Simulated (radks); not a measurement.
# Ru²⁺ in [Kr] 4d6: an all-electron calculation

What are the levels of the ruthenium ion Ru2+, how large are its shells, and how does its energy divide?

The numbers are computed with radks (a radial shooting solver on a logarithmic mesh, Libxc functionals) version 1 (scalar-relativistic Kohn-Sham, exchange-only LDA, spin-polarised, spherical densities, finite nucleus; open shells are filled with parallel spins first), except any that are marked as measured or tabulated.

## Step 1: The atom as given

| Item | Value |
| --- | --- |
| element | ruthenium (Z = 44) |
| charge | +2 |
| electrons | 42 |
| configuration | [Kr] 4d6 |
| nuclear rms radius | 4.4809 fm |

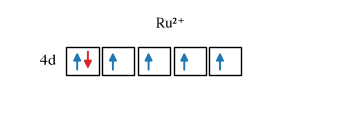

The shells outside the core, filled by Hund's rule for the drawing.

In the logs a row gives level, spin channel, occupation and eigenvalue; Etot, Ekin, Encl (electron-nucleus), Eh (Hartree) and Exc are energies, all in hartree; err is the last residual, it the number of iterations.

## Step 2: Self-consistent calculation

The run's settings:

```text
Z 44
configuration [Kr] 4d6 5s0 5p0
relativity scalar-relativistic
functional lda,
spin polarised
nucleus finite rms 4.4809 fm
c 137.035999084
```

The program printed:

```text
1s      1   1.0000        -805.72790473
2s      1   1.0000        -116.45569818
2p      1   3.0000        -104.44231773
3s      1   1.0000         -21.04744129
3p      1   3.0000         -17.10132768
3d      1   5.0000         -10.73147193
4s      1   1.0000          -3.53475160
4p      1   3.0000          -2.43445453
4d      1   5.0000          -0.89042317
5s      1   0.0000          -0.70497906
5p      1   0.0000          -0.49095126
1s      2   1.0000        -805.72794720
2s      2   1.0000        -116.43428528
2p      2   3.0000        -104.42564210
3s      2   1.0000         -21.03178376
3p      2   3.0000         -17.08422985
3d      2   5.0000         -10.70866077
4s      2   1.0000          -3.42428915
4p      2   3.0000          -2.31713837
4d      2   1.0000          -0.76873123
5s      2   0.0000          -0.62420607
5p      2   0.0000          -0.43220726
Etot -4521.3448061998915
Ekin 4677.080297490063
Encl -10887.671958895466
Eh 1813.5623678137727
Exc -124.31551260826146
err 5.82886502201456e-10
it 15
```

## Step 3: Orbitals and density

Sizes of the orbitals, from the radial functions (bohr):

```
  level  occupation  energy (eV)      <r>  outermost maximum (interpolated)  90 % within  nodes
1s down           1       -21925  0.03347                            0.0217       0.0600      0
  1s up           1       -21925  0.03347                            0.0217       0.0600      0
  2s up           1      -3168.9   0.1458                             0.123        0.225      1
2s down           1      -3168.3   0.1458                             0.123        0.225      1
  2p up           3      -2842.0   0.1270                            0.0983        0.207      0
2p down           3      -2841.6   0.1270                            0.0983        0.207      0
  3s up           1      -572.73   0.4036                             0.362        0.596      2
3s down           1      -572.30   0.4035                             0.362        0.595      2
  3p up           3      -465.35   0.4037                             0.355        0.609      1
3p down           3      -464.89   0.4036                             0.355        0.609      1
  3d up           5      -292.02   0.3847                             0.301        0.613      0
3d down           5      -291.40   0.3844                             0.301        0.612      0
  4s up           1      -96.185    1.017                             0.914         1.48      3
4s down           1      -93.180    1.013                             0.910         1.47      3
  4p up           3      -66.245    1.123                             0.982         1.66      2
4p down           3      -63.053    1.118                             0.977         1.66      2
  4d up           5      -24.230    1.531                              1.20         2.41      1
4d down           1      -20.918    1.555                              1.19         2.48      1
  5s up           0      -19.183    2.706                              2.41         3.91      4
5s down           0      -16.986    2.832                              2.48         4.13      4
  5p up           0      -13.359    3.247                              2.86         4.73      3
5p down           0      -11.761    3.474                              3.01         5.10      3
```

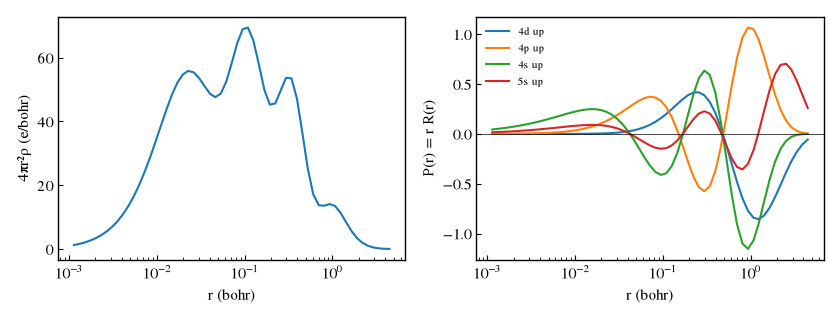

Radial density (left) and radial functions of outer levels (right).

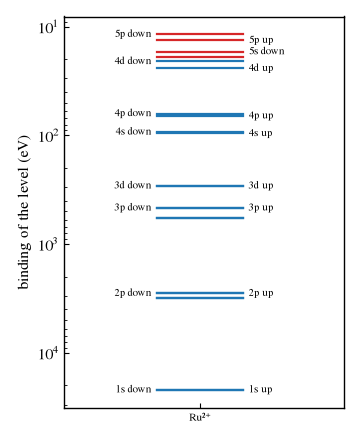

Level scheme on a logarithmic scale; filled levels blue, empty ones red.

Radial Coulomb (F) and exchange (G) integrals, eV:

```
integral  shells   value
      F0  4d, 4d  16.132
      F2  4d, 4d   8.014
      F4  4d, 4d   5.215
      F0  4d, 4p  18.369
      F2  4d, 4p   8.905
      G1  4d, 4p  11.096
      G3  4d, 4p   6.748
      F0  4d, 4s  18.969
      G2  4d, 4s   7.986
      F0  4d, 5s  10.776
```

X-ray form factor f at sin θ/λ (1/Å): 0.05: 41.43, 0.15: 37.60, 0.25: 32.40, 0.4: 25.81, 0.6: 20.40, 1: 13.94, 1.5: 8.51.

## Step 4: Summary of results

```
                        quantity                     value
                    total energy       -4521.34481 hartree
exchange-correlation share of it                    2.75 %
                            −T/E                    1.0344
          highest occupied level       4d down, -20.918 eV
    most extended occupied level  4d down, <r> = 1.55 bohr
 radius at density 0.001 e/bohr³                 3.50 bohr
    maxima of the radial density                         4
         ionisation energy, NIST     28.470 (semi-emp.) eV
```

What this shows: The radial density shows 4 maxima for 4 occupied principal shells. −T/E is 1.034: with relativity the kinetic term as defined here no longer equals −E. Minus the highest eigenvalue, 20.918 eV, is 73 % of the tabulated ionisation energy (28.470 eV); the potential of a semilocal functional falls off too fast, so its top eigenvalue is too shallow. Open shells are spherical and high-spin; term and fine-structure splittings are not resolved.
